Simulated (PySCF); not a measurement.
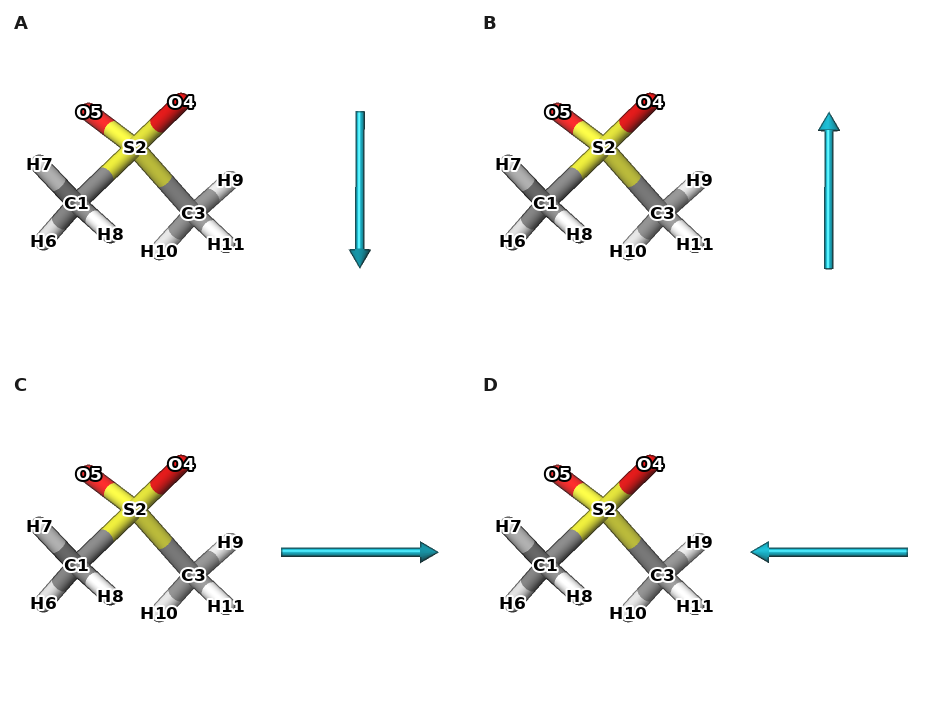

The same molecule four times, each with an arrow. The computed structure is the end point of a PBE0-D3(BJ)/def2-TZVP optimisation. No frequency run is at hand to confirm it as a minimum. Method: PBE0/aug-cc-pVTZ, gas phase (PySCF 2.14.0).

Which arrow points along the dipole moment, from the negative to the positive end?

A. The dipole moment is 4.58 D; it points from the side of O4, O5 to the side of H6, H8, H10, H11 (the outermost atoms at the two ends).
